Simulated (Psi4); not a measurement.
**C2H4F− (SMILES C[CH-]F) at MP2/6-31G(d) (density fitting, density fitting for correlation, spherical functions, sweep point 4)**

What is the vertical singlet–triplet gap of C2H4F− at MP2/6-31G* (density fitting, density fitting for correlation, spherical functions, sweep point 4)? Input form: a Python script.

The results are computed with Psi4 1.11.

4 further runs of the same task are left out: 4 set aside as unsound or not needed.

## 1. The structure to begin with

C2H4F− has 7 atoms, charge -1, and is taken as a singlet. As SMILES, `C[CH-]F`. The shape is that of a GFN2-xTB optimisation.

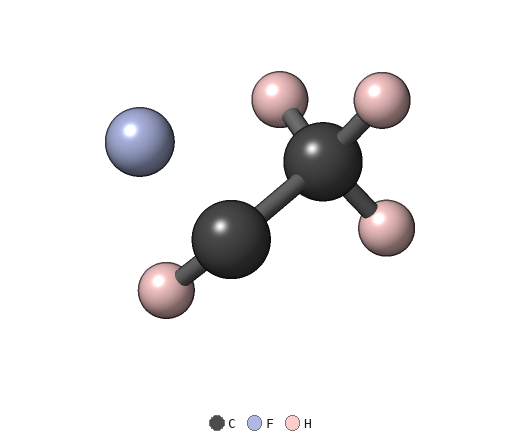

Viewed from a chosen angle; carbon dark grey, fluorine light blue, hydrogen pink.

## 2. A single-point energy at MP2/6-31G(d) (density fitting, density fitting for correlation, spherical functions, sweep point 4)

Contents of calc.py:

```python
import psi4

psi4.set_memory(1600000000)
psi4.set_num_threads(1)
psi4.core.set_output_file('run.log', False)

m = psi4.geometry("""
-1 1
C     -0.93171057     0.68084943    -0.17357134
C      1.83118241    -0.08934625     0.24328334
F      1.69701185    -2.11443346     2.25489680
H     -2.28940320    -0.86377491    -0.60803828
H     -0.99669825     2.01681021    -1.75833347
H     -1.66411172     1.66089919     1.50072600
H      2.35374837    -1.29100420    -1.45896305
units bohr
symmetry c1
""")

psi4.set_options({
    'puream': True,
    'scf_type': 'df',
    'num_frozen_docc': 3,
    'd_convergence': 1e-05,
    'e_convergence': 1e-05,
})

E, wfn = psi4.energy("mp2/6-31G*", return_wfn=True)
print('E =', round(E, 9))
for k, v in sorted(psi4.core.scalar_variables().items()):
    print(f'{k:45s} {v:18.10f}')
```

Started as:

```sh
$ python calc.py
```

run.log:

```text
[...]
  Running in c1 symmetry.
[...]
  Nuclear repulsion =   69.247302834738335
[...]
  Multiplicity = 1
[...]
  Nalpha       = 13
  Nbeta        = 13
[...]
    Number of basis functions: 50
[...]
   @DF-RHF iter   1:  -177.27111076352210   -9.38030e-01   8.17529e-03 ADIIS/DIIS
[...]
   @DF-RHF iter   6:  -177.36939023380071   -5.17321e-06   9.43017e-06 DIIS
[...]
    Orbital Energies [Eh]
    ---------------------
    Doubly Occupied:
       1A    -25.956050     2A    -10.997440     3A    -10.968832
       4A     -1.241892     5A     -0.755347     6A     -0.541712
       7A     -0.379037     8A     -0.357747     9A     -0.338744
      10A     -0.316649    11A     -0.284914    12A     -0.210225
      13A     -0.029546
[...]
  @DF-RHF Final Energy:  -177.36939023380071
   => Energetics <=
    Nuclear Repulsion Energy =             69.2473028347383348
    One-Electron Energy =                -388.4773049176697555
    Two-Electron Energy =                 141.8606118491307200
    Total Energy =                       -177.3693902338007149
[...]
 Multipole Moments:
 ------------------------------------------------------------------------------------
     Multipole            Electronic (a.u.)      Nuclear  (a.u.)        Total (a.u.)
 ------------------------------------------------------------------------------------
 L = 1.  Multiply by 2.5417464519 to convert [e a0] to [Debye]
 Dipole X            :          2.5572377           -3.4115633           -0.8543256
 Dipole Y            :         -2.9860800            2.8069711           -0.1791089
 Dipole Z            :          3.4682467           -3.5841157           -0.1158690
 Magnitude           :                                                    0.8805554
[...]
```

On the terminal:

```text
E = -177.801003854
CURRENT CORRELATION ENERGY                         -0.4316136202
CURRENT ENERGY                                   -177.8010038540
CURRENT REFERENCE ENERGY                         -177.3693902338
CUSTOM SCS-MP2 CORRELATION ENERGY                  -0.4242044594
CUSTOM SCS-MP2 TOTAL ENERGY                      -177.7935946932
DD SOLVATION ENERGY                                 0.0000000000
HF KINETIC ENERGY                                 177.4635897569
HF POTENTIAL ENERGY                              -354.8329799907
HF TOTAL ENERGY                                  -177.3693902338
HF VIRIAL RATIO                                     1.9994691896
MP2 CORRELATION ENERGY                             -0.4316136202
MP2 DOUBLES ENERGY                                 -0.4316136202
MP2 OPPOSITE-SPIN CORRELATION ENERGY               -0.3234614454
MP2 SAME-SPIN CORRELATION ENERGY                   -0.1081521748
MP2 SINGLES ENERGY                                 -0.0000000000
MP2 TOTAL ENERGY                                 -177.8010038540
NUCLEAR REPULSION ENERGY                           69.2473028347
ONE-ELECTRON ENERGY                              -388.4773049177
PCM POLARIZATION ENERGY                             0.0000000000
PE ENERGY                                           0.0000000000
SCF ITERATION ENERGY                             -177.3693902338
SCF ITERATIONS                                      6.0000000000
SCF TOTAL ENERGY                                 -177.3693902338
SCS-MP2 CORRELATION ENERGY                         -0.4242044594
SCS-MP2 TOTAL ENERGY                             -177.7935946932
TWO-ELECTRON ENERGY                               141.8606118491
```

Wall time 3.9 s (1 thread of AMD EPYC, shared host); peak memory 0.19 GiB.

## 3. The triplet at the same level

Contents of c2h4f.py:

```python
import psi4

psi4.set_memory('1600 MB')
psi4.set_num_threads(1)
psi4.set_output_file('c2h4f.out', False)

m = psi4.geometry("""
-1 3
C     -0.93171057     0.68084943    -0.17357134
C      1.83118241    -0.08934625     0.24328334
F      1.69701185    -2.11443346     2.25489680
H     -2.28940320    -0.86377491    -0.60803828
H     -0.99669825     2.01681021    -1.75833347
H     -1.66411172     1.66089919     1.50072600
H      2.35374837    -1.29100420    -1.45896305
units au
symmetry c1
""")

options = {'reference': 'uhf', 'puream': True, 'scf_type': 'df', 'num_frozen_docc': 3, 'd_convergence': 1e-05, 'e_convergence': 1e-05, 'maxiter': 150}
psi4.set_options(options)

e_tot, wfn = psi4.energy('mp2/6-31G*', molecule=m, return_wfn=True)
print(f'mp2/6-31G* energy: {e_tot:.10f} Eh')
```

Started as:

```sh
$ python c2h4f.py
```

c2h4f.out:

```text
[...]
  Running in c1 symmetry.
[...]
  Nuclear repulsion =   69.247302834738335
[...]
  Multiplicity = 3
[...]
  Nalpha       = 14
  Nbeta        = 12
[...]
    Number of basis functions: 50
[...]
   @DF-UHF iter   1:  -177.07534367246063   -7.42263e-01   9.58553e-03 ADIIS/DIIS
[...]
   @DF-UHF iter  11:  -177.20474482181118   -4.41051e-06   5.72250e-06 DIIS
[...]
   @S^2 Observed:                2.019503029E+00
[...]
    Orbital Energies [Eh]
    ---------------------
    Alpha Occupied:
       1A    -25.889187     2A    -10.998772     3A    -10.985149
       4A     -1.223802     5A     -0.768456     6A     -0.575244
       7A     -0.395594     8A     -0.367625     9A     -0.335597
      10A     -0.300401    11A     -0.285288    12A     -0.205517
      13A     -0.140527    14A      0.143701
    Alpha Virtual:
      15A      0.448002    16A      0.507789    17A      0.519744
      18A      0.537346    19A      0.628458    20A      0.961110
      21A      0.984663    22A      1.004872    23A      1.035417
      24A      1.055336    25A      1.165592    26A      1.318420
[...]
  @DF-UHF Final Energy:  -177.20474482181118
   => Energetics <=
    Nuclear Repulsion Energy =             69.2473028347383348
    One-Electron Energy =                -388.7970701814946892
    Two-Electron Energy =                 142.3450225249451933
    Total Energy =                       -177.2047448218111754
  UHF NO Occupations:
  HONO-2 :   12  A 1.9960065
  HONO-1 :   13  A 1.0000000
[...]
 Multipole Moments:
 ------------------------------------------------------------------------------------
     Multipole            Electronic (a.u.)      Nuclear  (a.u.)        Total (a.u.)
 ------------------------------------------------------------------------------------
 L = 1.  Multiply by 2.5417464519 to convert [e a0] to [Debye]
 Dipole X            :          2.8187848           -3.4115633           -0.5927786
 Dipole Y            :         -2.5317688            2.8069711            0.2752023
 Dipole Z            :          3.3785761           -3.5841157           -0.2055395
 Magnitude           :                                                    0.6851053
[...]
```

On the terminal:

```text
mp2/6-31G* energy: -177.6194929285 Eh
```

It took 4.5 s on 1 thread of AMD EPYC, shared host; peak memory 0.18 GiB.

## 4. Summary of results

At MP2/6-31G* (density fitting, density fitting for correlation, spherical functions, sweep point 4), 3 core orbitals frozen:

```
                                                           quantity          value
                                              singlet: total energy  -177.80100 Eh
                       singlet: HOMO energy (Hartree–Fock orbitals)       -0.80 eV
                       singlet: LUMO energy (Hartree–Fock orbitals)       12.27 eV
     singlet: HOMO–LUMO gap (to an unbound level, set by the basis)       13.07 eV
               singlet: correlation energy (3 core orbitals frozen)     -431.6 mEh
                                              triplet: total energy  -177.61949 Eh
triplet: HOMO energy (Hartree–Fock orbitals) (highest over α and β)        3.91 eV
 triplet: LUMO energy (Hartree–Fock orbitals) (lowest over α and β)       11.13 eV
               triplet: correlation energy (3 core orbitals frozen)     -414.7 mEh
                         triplet: ⟨S²⟩ of the reference determinant          2.020
                   vertical energy of the triplet above the singlet       4.939 eV
```

In words: At this shape the triplet lies 4.94 eV (477 kJ/mol) above the singlet. For an anion a state so high probably lies above electron detachment. The HOMO (triplet) lies at positive energy, 3.91 eV: the electron is unbound at this level or held by a compact basis; values depend on the basis.
